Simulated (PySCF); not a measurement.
**C₃H₉PSi: density, localisation and related maps**

```xyz
14

Si    2.0701    0.2107   -0.2365
C     0.3189   -0.5228   -0.2622
C    -0.8584    0.4188   -0.5695
C    -1.8653   -0.2572    0.3665
P    -0.4868   -1.0599    1.3536
H     2.0767    1.3624    0.6704
H     2.3946    0.6540   -1.5948
H     3.0150   -0.8065    0.2215
H     0.2789   -1.3919   -0.9281
H    -1.1529    0.4635   -1.6201
H    -0.6421    1.4342   -0.2324
H    -2.4477   -1.0257   -0.1457
H    -2.5435    0.3941    0.9162
H    -0.1582    0.1259    2.0390
```

Geometry: GFN2-xTB.

These are results of PBE0/pcSseg-1, SCF density, gas phase, non-relativistic in PySCF, not measurements.

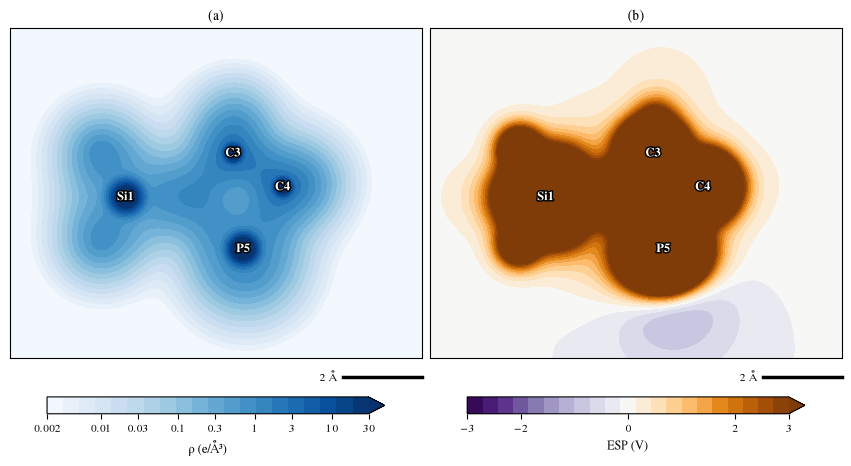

Figure 1. (a) total electron density; (b) molecular electrostatic potential on the plane of atoms C3, C4 and P5.

### Interpret the plot.

The section cuts through Si, C and P sites.
C–C (1.53 Å): ρ at the midpoint is about 1.6 e/Å³.
C–P (1.88 Å): ρ at the midpoint is about 1.1 e/Å³.
Outside the dense part of the molecule the potential is most negative (−1.0 V) near P5.

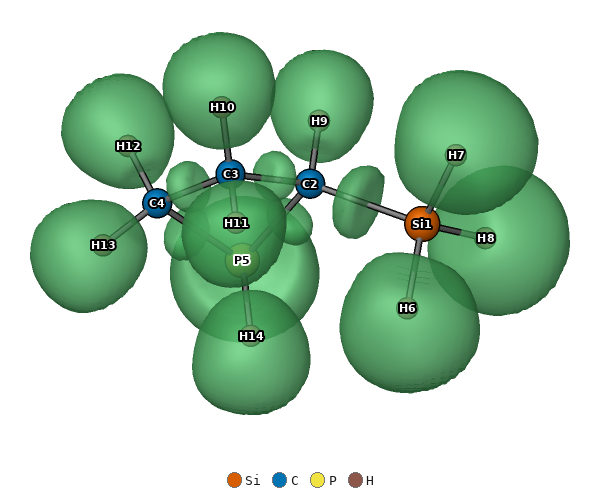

Figure 2. Isosurface of the electron localisation function at 0.85 (green), seen at a tilt. Only the valence region is drawn (cores and ρ < 0.01 e/Å³ removed).

### Where are the electrons localised?

The surface consists of two regions between bonded C–C atoms (shared pairs), two regions between bonded C–P atoms (shared pairs), one region between bonded C–Si atoms (shared pairs), nine regions around hydrogen nuclei and one lobe on P, pointing away from the bonds (lone pairs). Profiles from the grid: C–C (1.53 Å): the ELF peaks at about 0.95 between the atoms; a shared electron pair. C–P (1.88 Å): the ELF peaks at about 0.95 between the atoms; localised, covalent bonding.

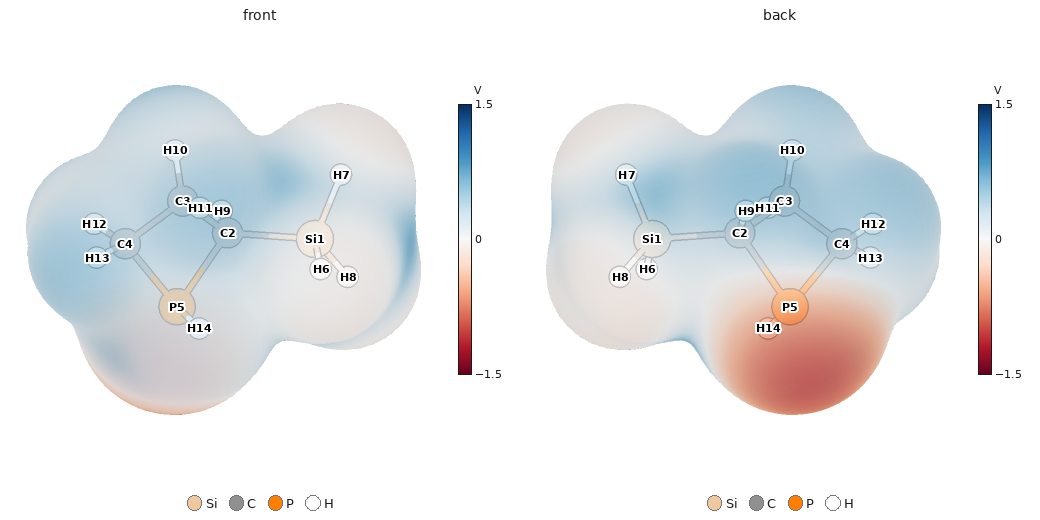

Figure 3. The electrostatic potential painted on the density surface at 0.001 e/bohr³, seen from the front and from behind; red is negative and blue positive.

### Where is the surface potential most negative and most positive?

The most negative region (about −1.0 V, or −23 kcal/mol for a unit charge) lies over P5, the most positive (about +0.7 V, or +16 kcal/mol for a unit charge) over Si1.
